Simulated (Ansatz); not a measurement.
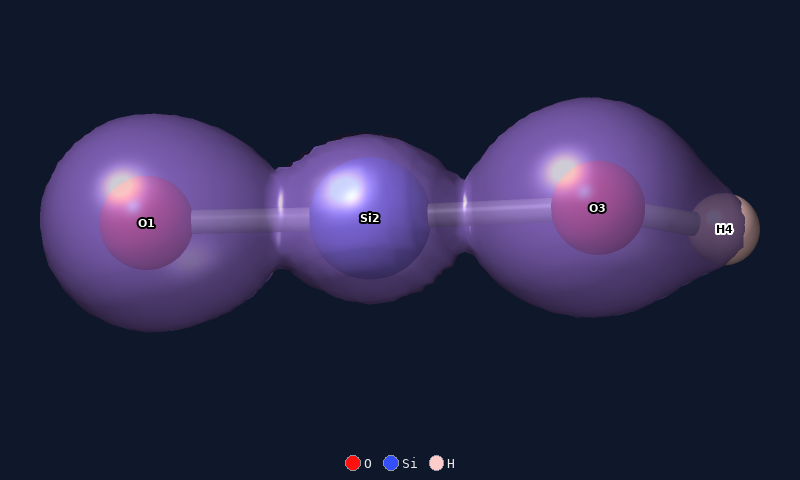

HO2Si (SMILES O=[Si]=[OH+]) (charge +1). Isosurface of the electron density at 1 e/Å³ (purple), seen from one side.

Geometry: PBE0-D4/def2-TZVP.

All numbers below come from RKS PBE0-D4/def2-TZVPP in Ansatz.

Question: How is the density connected at this value?

Answer: At this value the surface is in one piece. It bridges the sampled Si–O (1.49 Å), O–H (0.97 Å) and Si–O (1.53 Å) contacts, where the density stays above the isovalue. On the grid the lowest density along these lines, outside the cores, is 1.3 e/Å³ (Si–O, 1.49 Å), 2.3 e/Å³ (O–H, 0.97 Å) and 1.3 e/Å³ (Si–O, 1.53 Å).
